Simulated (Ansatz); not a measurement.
## Electronic structure of GeH$_{4}$O···HF···HF in real space

Input

```
crystal:
  periodic: [false, false, false]
  atoms:
    - {symbol: Ge, position_ang: [-1.119936, -0.605753, -0.536602]}
    - {symbol: F, position_ang: [2.040760, -1.022668, -0.108626]}
    - {symbol: H, position_ang: [-0.300739, -0.484347, -1.814339]}
    - {symbol: H, position_ang: [-0.809994, -1.842046, 0.309071]}
    - {symbol: H, position_ang: [-2.630963, -0.458494, -0.780619]}
    - {symbol: H, position_ang: [0.777360, 1.264927, 0.550499]}
    - {symbol: O, position_ang: [-0.652264, 0.879094, 0.413960]}
    - {symbol: H, position_ang: [2.124904, -0.123795, 0.165071]}
    - {symbol: F, position_ang: [1.745324, 1.384706, 0.592741]}
    - {symbol: H, position_ang: [-1.174350, 1.008275, 1.208944]}
basis:
  gaussian: {orbitals: def2-TZVPP}
hamiltonian: {xc: pbe0, dispersion: d4}
output: {orbitals: {seedname: orbitals}}
```

Run with:

```sh
ansatz run in.yaml --threads 8 --pin off --events-out ev --progress --plain --max-ram 19148MiB
```

The product side of a reaction path; geometry: PBE0-D4/def2-TZVP; a saddle point, not a minimum.

Computed with RKS PBE0-D4/def2-TZVPP (Ansatz 0.2.0).

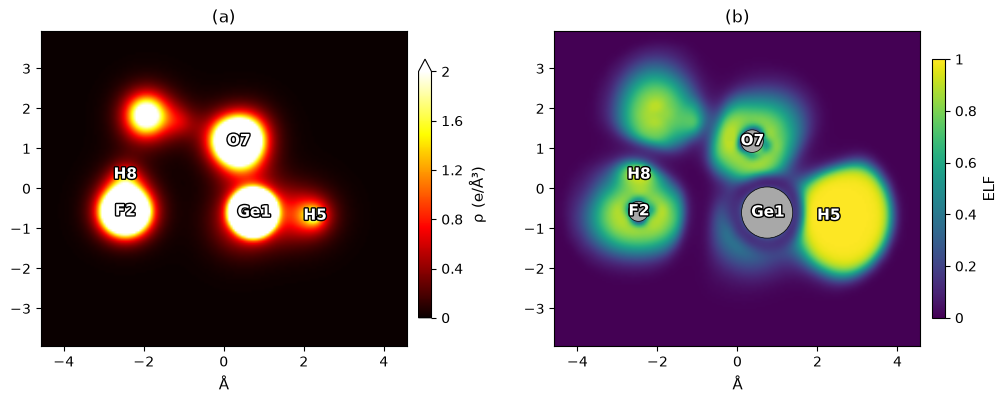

Figure 1. (a) electron density; (b) electron localisation function on the plane of atoms H5, Ge1 and O7. Grey discs cover the atomic cores in the ELF map.

Describe what can be read from this map.

Answer.
- The plane passes through Ge, F, H and O nuclei.
- Ge–O (1.82 Å): the density is about 0.88 e/Å³ at the midpoint; the ELF peaks at about 0.85 in the valence shell of O, 0.6 Å from its nucleus, and is about 0.35 at the midpoint.
- F–H (0.94 Å): ρ is about 4.6 e/Å³ halfway; the ELF climbs to about 1 towards the hydrogen, as it does in any bond to H; a covalent bond by its length.
- Ge–H (1.54 Å): ρ is about 1.1 e/Å³ halfway; the ELF climbs to about 1 towards the hydrogen.
- The ELF also peaks beside F2 and F9, away from the bonds: lone-pair regions.

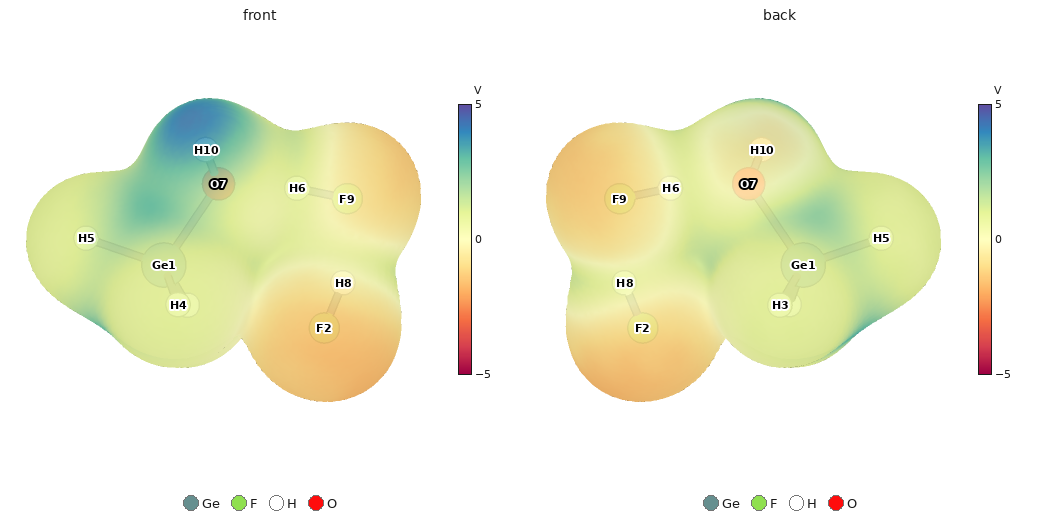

Figure 2. The electrostatic potential painted on the density surface at 0.004 e/bohr³, seen from the front and from behind; the colour scale runs from red (negative) to blue (positive).

Where is the surface potential most negative and most positive?

Answer. The most negative region (about −1.7 V) lies over F2, the most positive (about +4.0 V) over H10.

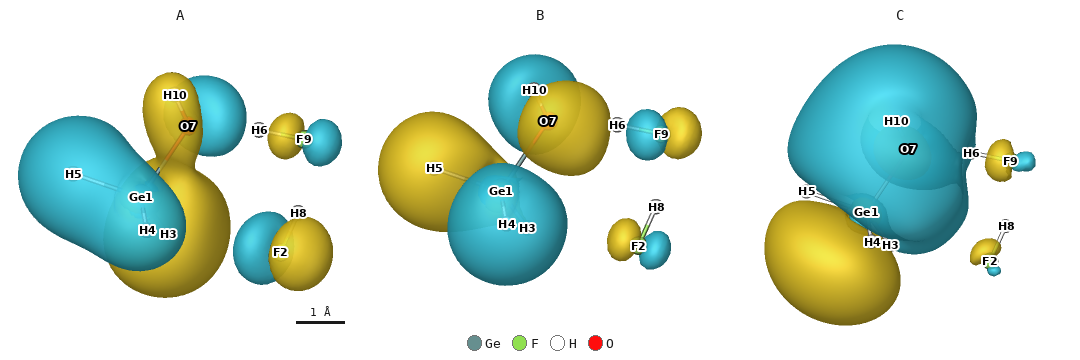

Figure 3. Three frontier orbitals at ±0.06 Å⁻³ᐟ² (yellow and cyan are the two phases), in no order.

Which picture is the HOMO−1, the HOMO and the LUMO?

Answer. A is the HOMO−1 (−10.07 eV). Its weight (Hirshfeld) is mainly on Ge1 (about 35 %), H3 (about 25 %), H5 (about 15 %), O7 (about 10 %) and F2 (about 10 %). B is the HOMO (−9.45 eV). By Hirshfeld shares it lies mainly on O7 (about 35 %), Ge1 (about 25 %), H4 (about 20 %) and H5 (about 15 %). C is the LUMO (−0.64 eV). It lies mainly on Ge1 (about 50 %), H10 (about 15 %) and O7 (about 15 %).

What is the HOMO–LUMO gap?

Answer. 8.81 eV between the orbital energies.
